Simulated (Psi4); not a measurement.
**N2H3 (hydrazinyl radical) at UBLYP/def2-TZVP**

Aim: the vertical ionisation energy of N2H3 (hydrazinyl radical) at UBLYP/def2-TZVP, from 2 runs. 

The calculation is run with Psi4 1.11.

## Step 1: The molecule

N2H3 has 5 atoms, charge 0, and is taken as a doublet. SMILES: `[NH]N`. The shape is that of a PBE0-D4/def2-TZVP optimisation. This is one conformer, not always the lowest.

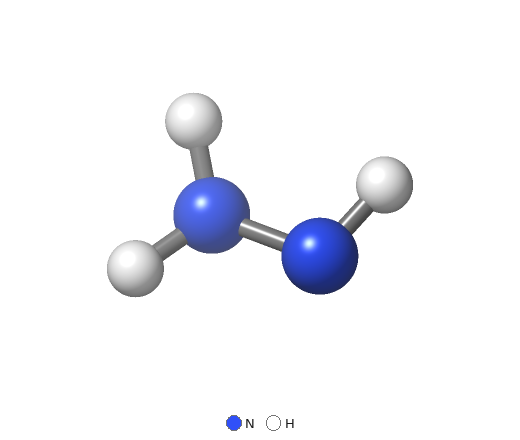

Viewed from a chosen angle; nitrogen blue, hydrogen white.

## Step 2: The energy at UBLYP/def2-TZVP

calc.inp

```
memory 2200 MB

molecule molecule1 {
  0 2
  N     -0.187600    -0.818050     0.454040
  N     -0.128660     0.235610    -0.368450
  H      0.759840    -0.951450     0.811270
  H     -1.030950     0.592300    -0.640030
  H      0.587360     0.941580    -0.256830
  symmetry c1
}

set basis def2-TZVP
set reference uks
set puream true
set e_convergence 1e-09
set d_convergence 1e-08
set scf_type pk
set dft_radial_points 99
set dft_spherical_points 590
set maxiter 100

result, w = energy('blyp', return_wfn=True)
```

On the command line:

```
$ psi4 -i calc.inp -o calc.out -n 1
```

calc.out, shortened:

```text
[...]
  Running in c1 symmetry.
[...]
  Nuclear repulsion =   36.727994683701468
[...]
  Multiplicity = 2
[...]
  Nalpha       = 9
  Nbeta        = 8
[...]
    Number of basis functions: 80
[...]
   @UKS iter   1:  -110.94307348709306   -6.47699e-02   1.04482e-02 DIIS/ADIIS
[...]
   @UKS iter  13:  -111.24676642381667   -1.35003e-12   4.49652e-09 DIIS
[...]
   @S^2 Observed:                7.526480801E-01
[...]
    Orbital Energies [Eh]
    ---------------------
    Alpha Occupied:
       1A    -14.052213     2A    -14.005007     3A     -0.896999
       4A     -0.662921     5A     -0.499424     6A     -0.423111
       7A     -0.333793     8A     -0.241201     9A     -0.135029
    Alpha Virtual:
      10A     -0.002621    11A      0.037167    12A      0.072028
      13A      0.200451    14A      0.266296    15A      0.287158
      16A      0.324809    17A      0.333339    18A      0.366031
      19A      0.370644    20A      0.402237    21A      0.426881
      22A      0.457289    23A      0.492016    24A      0.532933
      25A      0.801300    26A      0.906563    27A      0.975361
[...]
  @UKS Final Energy:  -111.24676642381667
   => Energetics <=
    Nuclear Repulsion Energy =             36.7279946837014677
    One-Electron Energy =                -223.0028881320567962
    Two-Electron Energy =                  89.9157060290176275
    DFT Exchange-Correlation Energy =     -14.8875790044789653
    Empirical Dispersion Energy =           0.0000000000000000
    VV10 Nonlocal Energy =                  0.0000000000000000
    Total Energy =                       -111.2467664238166662
[...]
 Multipole Moments:
 ------------------------------------------------------------------------------------
     Multipole            Electronic (a.u.)      Nuclear  (a.u.)        Total (a.u.)
 ------------------------------------------------------------------------------------
 L = 1.  Multiply by 2.5417464519 to convert [e a0] to [Debye]
 Dipole X            :         -0.2182026            0.6691287            0.4509261
 Dipole Y            :         -0.2974534            1.2323074            0.9348540
 Dipole Z            :          0.0022829           -0.1810898           -0.1788069
 Magnitude           :                                                    1.0532133
[...]
```

Run time: 35 s. Hardware: 1 thread of Intel Xeon at 2.50GHz (Skylake/Cascade Lake), shared host; peak memory 0.91 GiB.

## Step 3: The singlet cation

calc.py

```python
import psi4

psi4.set_memory('2200 MB')
psi4.set_num_threads(1)
psi4.set_output_file('psi4.out', False)

geom = psi4.geometry("""
1 1
N     -0.187600    -0.818050     0.454040
N     -0.128660     0.235610    -0.368450
H      0.759840    -0.951450     0.811270
H     -1.030950     0.592300    -0.640030
H      0.587360     0.941580    -0.256830
symmetry c1
""")

options = {'basis': 'def2-TZVP', 'puream': True, 'e_convergence': 1e-09, 'd_convergence': 1e-08, 'scf_type': 'pk', 'dft_radial_points': 99, 'dft_spherical_points': 590}
psi4.set_options(options)

energy_value = psi4.energy('blyp')
print(f'blyp energy: {energy_value:.10f} Eh')
```

On the command line:

```
$ python calc.py
```

psi4.out, shortened:

```text
[...]
  Running in c1 symmetry.
[...]
  Nuclear repulsion =   36.727994683701468
[...]
  Multiplicity = 1
[...]
  Nalpha       = 8
  Nbeta        = 8
[...]
    Number of basis functions: 80
[...]
   @RKS iter   1:  -110.85715084542035    2.11528e-02   6.08264e-03 DIIS/ADIIS
[...]
   @RKS iter  11:  -110.94893051693408   -1.97531e-12   3.79208e-09 DIIS
[...]
    Orbital Energies [Eh]
    ---------------------
    Doubly Occupied:
       1A    -14.432163     2A    -14.410250     3A     -1.249445
       4A     -1.001298     5A     -0.833951     6A     -0.763626
       7A     -0.670636     8A     -0.576906
[...]
  @RKS Final Energy:  -110.94893051693408
   => Energetics <=
    Nuclear Repulsion Energy =             36.7279946837014677
    One-Electron Energy =                -217.0308870754179225
    Two-Electron Energy =                  83.8700087448705744
    DFT Exchange-Correlation Energy =     -14.5160468700881999
    Empirical Dispersion Energy =           0.0000000000000000
    VV10 Nonlocal Energy =                  0.0000000000000000
    Total Energy =                       -110.9489305169340838
[...]
 Multipole Moments:
 ------------------------------------------------------------------------------------
     Multipole            Electronic (a.u.)      Nuclear  (a.u.)        Total (a.u.)
 ------------------------------------------------------------------------------------
 L = 1.  Multiply by 2.5417464519 to convert [e a0] to [Debye]
 Dipole X            :         -0.1213057            0.6691287            0.5478230
 Dipole Y            :         -0.3220749            1.2323074            0.9102326
 Dipole Z            :          0.0442246           -0.1810898           -0.1368651
 Magnitude           :                                                    1.0711514
[...]
```

Standard output:

```text
blyp energy: -110.9489305169 Eh
```

Wall time 20 s (1 thread of Intel Xeon at 2.50GHz (Skylake/Cascade Lake), shared host); peak memory 0.91 GiB.

## Step 4: Summary of results

At UBLYP/def2-TZVP:

```
                                          quantity          value
                        doublet N2H3: total energy  -111.24677 Eh
                       doublet N2H3: dipole moment         2.68 D
  doublet N2H3: HOMO energy (highest over α and β)       -3.67 eV
   doublet N2H3: LUMO energy (lowest over α and β)       -1.99 eV
                                doublet N2H3: ⟨S²⟩          0.753
                      singlet cation: total energy  -110.94893 Eh
                       singlet cation: HOMO energy      -15.70 eV
                       singlet cation: LUMO energy      -12.59 eV
                     singlet cation: HOMO–LUMO gap        3.11 eV
vertical ionisation energy (to the singlet cation)       8.105 eV
```

What this shows: The vertical ionisation energy comes to 8.10 eV (187 kcal/mol). Only the singlet of the ionised species was computed; a triplet could lie lower.
